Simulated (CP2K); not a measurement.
# CH7BNP (SMILES CB(N)P) at AM1

What is the vertical singlet–triplet gap of CH7BNP at AM1? 

The calculation is run with CP2K 2026.2.

2 further runs of the same task are left out: 1 that didn't finish, 1 set aside as unsound or not needed.

### 1 The structure to begin with

The species is CH7BNP (11 atoms), meant as a singlet with charge 0. SMILES: `CB(N)P`. Geometry: relaxed at PBE0-D4/def2-TZVP. This is one conformer, not always the lowest.

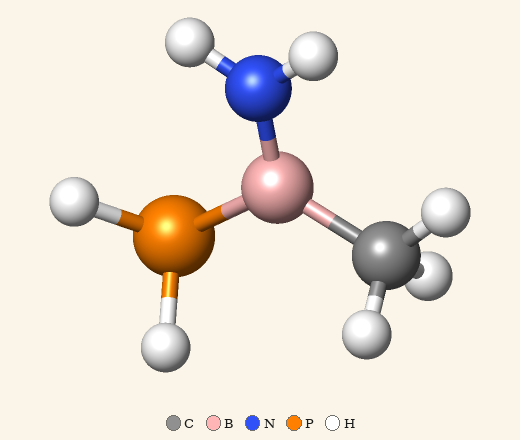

Viewed from a chosen angle; carbon grey, boron pink, nitrogen blue, phosphorus orange, hydrogen white.

### 2 A single-point energy at AM1

File run.inp:

```
&FORCE_EVAL
   METHOD QUICKSTEP
   &DFT
      CHARGE 0
      MULTIPLICITY 1
      &QS
         METHOD AM1
         EPS_DEFAULT 1.0E-10
         &SE
            &COULOMB
               CUTOFF [angstrom] 50
               RC_RANGE [angstrom] 0
            &END COULOMB
            &EXCHANGE
               CUTOFF [angstrom] 50
               RC_RANGE [angstrom] 0
            &END EXCHANGE
         &END SE
      &END QS
      &POISSON
         PERIODIC NONE
         POISSON_SOLVER ANALYTIC
      &END POISSON
      &SCF
         SCF_GUESS ATOMIC
         EPS_SCF 1.0E-07
         MAX_SCF 80
         ADDED_MOS 8
         &DIAGONALIZATION
            ALGORITHM STANDARD
         &END DIAGONALIZATION
         &MIXING
            METHOD DIRECT_P_MIXING
            ALPHA 0.4
         &END MIXING
      &END SCF
      &PRINT
         &MOMENTS
            PERIODIC F
            REFERENCE COM
            MAX_MOMENT 1
         &END MOMENTS
         &MO ON
            ENERGIES T
            OCCUPATION_NUMBERS T
            NDIGITS 6
            &EACH
               QS_SCF 0
            &END EACH
            ADD_LAST NUMERIC
         &END MO
         &HIRSHFELD OFF
         &END HIRSHFELD
      &END PRINT
   &END DFT
   &SUBSYS
      &CELL
         ABC [angstrom] 13.9 13.2 14.4
         PERIODIC NONE
      &END CELL
      &COORD
         C      5.804950     7.330950     7.078500
         B      6.901050     6.228550     7.318400
         N      7.325250     5.912450     8.607900
         P      7.569050     5.203450     5.817400
         H      4.994650     6.961550     6.442800
         H      5.361150     7.707650     8.004800
         H      6.238550     8.184950     6.547300
         H      8.032250     5.229150     8.817500
         H      6.941450     6.358550     9.424900
         H      8.905350     5.015050     6.257700
         H      7.871450     6.302650     4.975100
      &END COORD
   &END SUBSYS
&END FORCE_EVAL
&GLOBAL
   PROJECT_NAME run
   RUN_TYPE ENERGY
   PRINT_LEVEL MEDIUM
&END GLOBAL
```

Started as:

```bash
OMP_NUM_THREADS=1 cp2k.psmp -i run.inp -o run.out
```

What it wrote:

```text
CP2K| version string:                                       CP2K version 2026.2
[...]
 GLOBAL| Method name                                                        CP2K
[...]
 GLOBAL| Run type                                                         ENERGY
[...]
                             - Atoms:                                         11
[...]
                             - Spherical basis functions:                     23
[...]
 Number of electrons:                                                         24
[...]
     1 P_Mix/Diag. 0.40E+00    0.0     0.92173354       -16.5340439066 -1.65E+01
[...]
    22 DIIS/Diag.  0.30E-07    0.0     0.00000003       -23.1286934146  2.13E-14
  *** SCF run converged in    22 steps ***
  Core-core repulsion energy [eV]:                           1409.31592958976194
  Core Hamiltonian energy [eV]:                              -966.69749635392611
  Two-electron integral energy [eV]:                        -2143.96437568342935
  Electronic energy [eV]:                                   -2038.67968419564068
  Total energy [eV]:                                         -629.36375460587874
  Atomic reference energy [eV]:                               628.44028931444984
  Heat of formation [kcal/mol]:                               -21.29561721134299
[...]
 SE_DIPOLE| Moment [Debye]         -1.21787053      -2.15157729      -2.54509544
 SE_DIPOLE| Derivative [a.u.]       0.00000000       0.00000000       0.00000000
 ENERGY| Total FORCE_EVAL ( QS ) energy [hartree]            -23.128693414621772
[...]
```

Run time: 1.7 s. Hardware: 1 thread of Intel Xeon at 2.50GHz (Skylake/Cascade Lake), shared host; peak memory 0.19 GiB.

### 3 The triplet

File qs.inp:

```
&GLOBAL
    PROJECT_NAME qs
    RUN_TYPE ENERGY
    PRINT_LEVEL MEDIUM
&END GLOBAL
&FORCE_EVAL
    METHOD QS
    &DFT
        MULTIPLICITY 3
        UKS T
        ! Quickstep
        &QS
            METHOD AM1
            EPS_DEFAULT 1.0E-10
            &SE
                &COULOMB
                    CUTOFF [angstrom] 50
                    RC_RANGE [angstrom] 0
                &END COULOMB
                &EXCHANGE
                    CUTOFF [angstrom] 50
                    RC_RANGE [angstrom] 0
                &END EXCHANGE
            &END SE
        &END QS
        &POISSON
            PERIODIC NONE
            POISSON_SOLVER ANALYTIC
        &END POISSON
        ! SCF settings
        &SCF
            SCF_GUESS ATOMIC
            EPS_SCF 1.0E-07
            MAX_SCF 80
            ADDED_MOS 8
            &DIAGONALIZATION
                ALGORITHM STANDARD
            &END DIAGONALIZATION
            &MIXING
                METHOD DIRECT_P_MIXING
                ALPHA 0.4
            &END MIXING
        &END SCF
        ! extra output
        &PRINT
            &MOMENTS
                PERIODIC F
                REFERENCE COM
                MAX_MOMENT 1
            &END MOMENTS
            &MO ON
                ENERGIES T
                OCCUPATION_NUMBERS T
                NDIGITS 6
                &EACH
                    QS_SCF 0
                &END EACH
                ADD_LAST NUMERIC
            &END MO
            &HIRSHFELD OFF
            &END HIRSHFELD
        &END PRINT
    &END DFT
    ! structure
    &SUBSYS
        ! box in angstrom
        &CELL
            ABC 13.9 13.2 14.4
            PERIODIC NONE
        &END CELL
        &COORD
            C      5.804950     7.330950     7.078500
            B      6.901050     6.228550     7.318400
            N      7.325250     5.912450     8.607900
            P      7.569050     5.203450     5.817400
            H      4.994650     6.961550     6.442800
            H      5.361150     7.707650     8.004800
            H      6.238550     8.184950     6.547300
            H      8.032250     5.229150     8.817500
            H      6.941450     6.358550     9.424900
            H      8.905350     5.015050     6.257700
            H      7.871450     6.302650     4.975100
        &END COORD
    &END SUBSYS
&END FORCE_EVAL
```

Started as:

```bash
OMP_NUM_THREADS=1 cp2k.psmp -i qs.inp -o qs.out
```

What it wrote:

```text
CP2K| version string:                                       CP2K version 2026.2
[...]
 GLOBAL| Method name                                                        CP2K
[...]
 GLOBAL| Run type                                                         ENERGY
[...]
                             - Atoms:                                         11
[...]
                             - Spherical basis functions:                     23
[...]
 Number of electrons:                                                         13
[...]
     1 P_Mix/Diag. 0.40E+00    0.0     0.52772283       -16.5340439066 -1.65E+01
[...]
    42 DIIS/Diag.  0.79E-07    0.0     0.00000010       -22.9902490539 -1.85E-13
  *** SCF run converged in    42 steps ***
  Core-core repulsion energy [eV]:                           1409.31592958976194
  Core Hamiltonian energy [eV]:                              -960.11321901539918
  Two-electron integral energy [eV]:                        -2149.59840507831632
  Electronic energy [eV]:                                   -2034.91242155455734
  Total energy [eV]:                                         -625.59649196479529
  Atomic reference energy [eV]:                               628.44028931444984
  Heat of formation [kcal/mol]:                                65.57953000179079
[...]
 SE_DIPOLE| Moment [Debye]         -1.50812305      -0.07946843      -0.13946120
 SE_DIPOLE| Derivative [a.u.]       0.00000000       0.00000000       0.00000000
 ENERGY| Total FORCE_EVAL ( QS ) energy [hartree]            -22.990249053947487
[...]
```

It took 1.9 s on 1 thread of Intel Xeon at 2.50GHz (Skylake/Cascade Lake), shared host; peak memory 0.18 GiB.

### 4 Outcome

At AM1:

```
                                        quantity           value
                           singlet: total energy    -23.12869 Eh
                          singlet: dipole moment          3.55 D
                            singlet: HOMO energy        -9.61 eV
                            singlet: LUMO energy         1.03 eV
                          singlet: HOMO–LUMO gap        10.65 eV
                      singlet: heat of formation  -21.3 kcal/mol
                           triplet: total energy    -22.99025 Eh
                          triplet: dipole moment          1.52 D
     triplet: HOMO energy (highest over α and β)        -6.17 eV
      triplet: LUMO energy (lowest over α and β)        -2.84 eV
                      triplet: heat of formation   65.6 kcal/mol
vertical energy of the triplet above the singlet        3.767 eV
```

What this shows: At this shape the triplet lies 3.77 eV (87 kcal/mol) above the singlet.
